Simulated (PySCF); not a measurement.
C$_{5}$H$_{9}$O$_{2}$S (SMILES O=S1(=O)C[CH]CCC1) (doublet)

```tsv
atom	x (Å)	y (Å)	z (Å)
O	1.8091	-0.7982	-1.3171
S	1.2897	-0.9827	0.0104
O	2.0524	-1.7957	0.9238
C	-0.5192	-1.5889	-0.0780
C	-1.2417	-0.5545	-0.7518
C	-1.3323	0.7783	-0.1039
C	0.0597	1.4497	-0.0836
C	1.0361	0.6700	0.7664
H	-0.4852	-2.5464	-0.5852
H	-0.7344	-1.7028	0.9817
H	-1.3434	-0.6068	-1.8226
H	-1.6853	0.6838	0.9274
H	-2.0248	1.4208	-0.6484
H	0.4509	1.4987	-1.1015
H	-0.0360	2.4699	0.2989
H	2.0203	1.1305	0.7984
H	0.6769	0.4864	1.7754
```

Geometry: GFN2-xTB.

Level of theory: UKS B3LYP, pcH-1 on C H O S, non-relativistic, mean-field spin-orbit, GIAO in PySCF.

Predict the electron density, electron localisation function and spin density between the atoms.

S–O (1.44 Å): ρ at the midpoint is about 2.3 e/Å³; the ELF peaks at about 0.80 between the atoms, as expected for a short, strongly polar bond.
C–H (1.09 Å): the density is about 2 e/Å³ at the midpoint; the ELF climbs to about 1 towards the hydrogen, as it does in any bond to H (an ordinary covalent bond to hydrogen).
The unpaired spin (1 electron) lies mostly on C5 (about 0.6) and S2 (about 0.1), in electrons by Hirshfeld's partition.

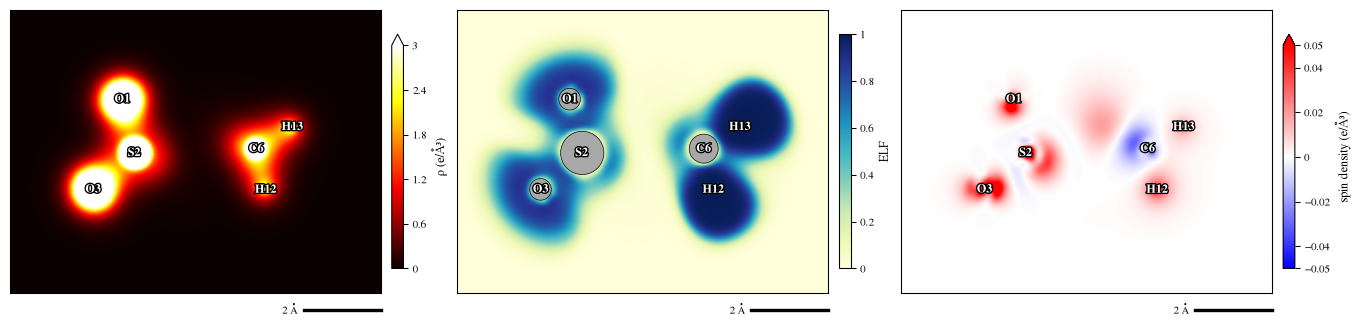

Computed electron density, electron localisation function and spin density on the plane of atoms H12, C6 and H13, in this order. Grey discs cover the atomic cores in the ELF map. 
